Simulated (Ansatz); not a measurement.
## Profile along the Ca–Se line in CaSe (rock salt)

CaSe (rock salt)

```cif
data_CaSe
_chemical_formula_sum 'Ca1 Se1'
_space_group_name_H-M_alt 'P 1'
_space_group_IT_number 1
_cell_length_a 4.19646
_cell_length_b 4.19646
_cell_length_c 4.19646
_cell_angle_alpha 60.000
_cell_angle_beta 60.000
_cell_angle_gamma 60.000
loop_
_space_group_symop_operation_xyz
  'x, y, z'
loop_
_atom_site_label
_atom_site_type_symbol
_atom_site_fract_x
_atom_site_fract_y
_atom_site_fract_z
_atom_site_occupancy
Ca1 Ca 0.00000 0.00000 0.00000 1
Se1 Se 0.50000 0.50000 0.50000 1
```

Fields along a shortest Ca–Se line of a {100} plane (2.97 Å), from Ca to Se, interpolated on the slice's grid (step about 0.1 Å). Calculation: r2SCAN (plane waves to 500 eV, PAW, scalar-relativistic; Ansatz, an electronic-structure program). k mesh 10×10×10. Inside the PAW spheres the values are not all-electron values, and peaks at nuclei hang on which shells count as valence. CaSe was relaxed with its symmetry unable to fall.

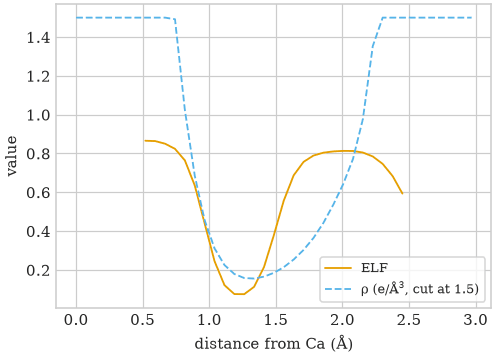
ELF (away from the nuclei) and valence density from Ca to Se.

Density on the Ca–Se line (2.97 Å) at its density minimum, 1.3 Å from Ca: 0.16 e/Å³. ELF at that point: 0.1. Character of the Ca–Se contact (rough rule: ELF there above 0.7 covalent, below 0.2 ionic, polar between): closed-shell (ionic).
